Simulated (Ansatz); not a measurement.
```xyz
10

Ga   -0.0859   -0.0717    0.0026
O    -0.1999   -0.4383    1.7674
H    -1.0857   -0.7318    2.0461
H     1.3367    0.1523   -0.5894
N    -1.6155   -0.2571   -0.9727
H    -2.5465   -0.3351   -0.5600
H    -1.6646   -0.0007   -1.9602
S    -0.0041    2.9767    1.6500
H     1.3542    2.8810    1.6678
H    -0.1281    1.7194    2.2227
```

Level of theory: RKS PBE-D4/def2-SVP (Ansatz).

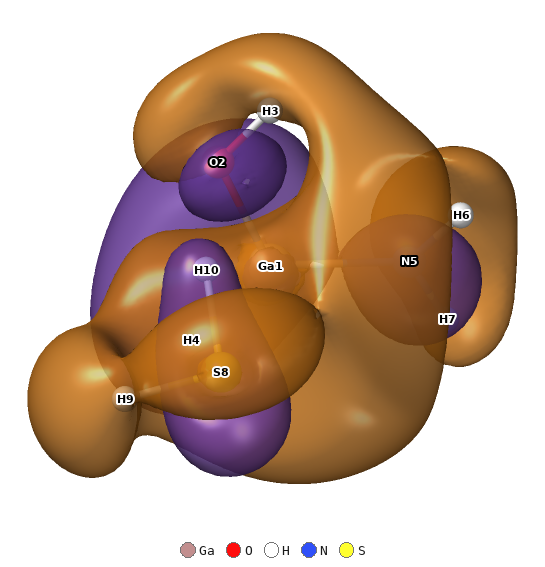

GaH₄NO···H₂S. The LUMO at ±0.05 Å⁻³ᐟ² (orange and purple are the two phases), seen at an oblique angle.

> Describe this orbital and give its energy.

By Hirshfeld shares it lies mainly on Ga1 (about 50 %), N5 (about 10 %), S8 (about 10 %), O2 (about 5 %) and H4 (about 5 %). Its energy is −0.52 eV.
